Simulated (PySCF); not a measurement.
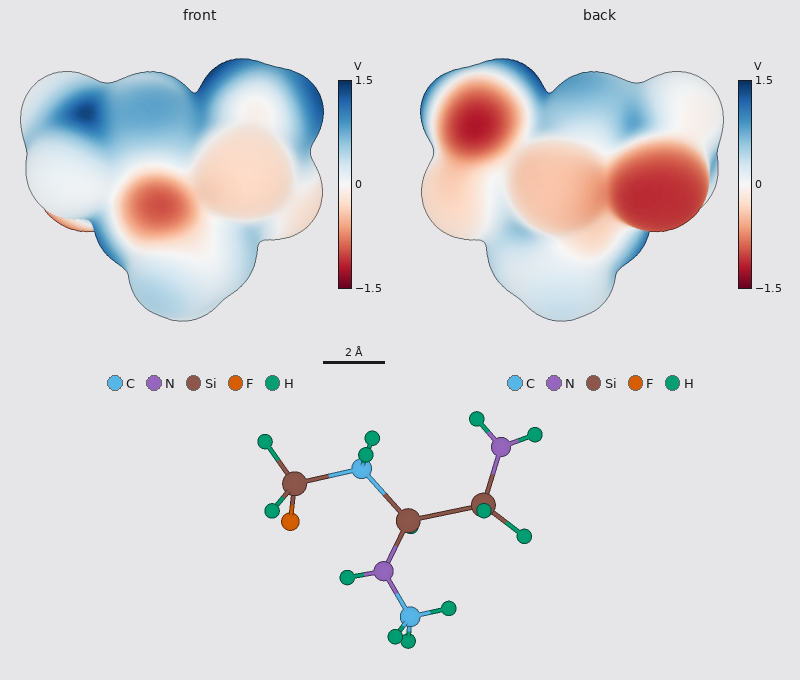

The picture shows: C2H13FN2Si3. The electrostatic potential painted on the density surface at 0.001 e/bohr³, seen from the front and from behind; red is negative and blue positive. The bare structure is drawn below in the same view.

Geometry: GFN2-xTB.

Level of theory: PySCF 2.14.0, PBE0/pcSseg-1, SCF density, gas phase, non-relativistic.

Input

```
{"job": {"kind": "nmr", "xc": "PBE0", "basis": "pcSseg-1"}, "charge": 0, "multiplicity": 1}
C     -2.051752    -1.816244     0.055195
N     -1.453400    -0.529556     0.315590
Si     0.000133     0.009844    -0.438387
C      0.462999     1.622510     0.489437
Si    -0.920602     2.873217     0.762539
F     -1.905776     2.852600    -0.518739
Si     1.560920    -1.655011    -0.132584
N      3.095329    -0.965220    -0.522883
H     -1.260581    -2.551257    -0.080124
H     -2.670243    -2.120838     0.902289
H     -2.676630    -1.817176    -0.844910
H     -2.161696     0.168821     0.490266
H     -0.179434     0.407670    -1.857768
H      1.263994     2.093301    -0.080557
H      0.896235     1.370710     1.457125
H     -0.460485     4.255688     0.821810
H     -1.802638     2.531393     1.872860
H      1.463478    -2.785190    -1.068886
H      1.535262    -2.286438     1.207109
H      3.904173    -1.564760    -0.550975
H      3.351795    -0.077122    -0.124176
```

Run with:

```sh
OMP_NUM_THREADS=1 python probes_run.py task.json out
```

Question: Describe the electrostatic potential map.

Answer: The most negative region (about −1.2 V, or −28 kcal/mol for a unit charge) lies over F6 and N8, the most positive (about +1.3 V, or +30 kcal/mol for a unit charge) over Si5 and H21.

Question: How polar is the molecule by this calculation?

Answer: Its dipole moment is 2.20 D.
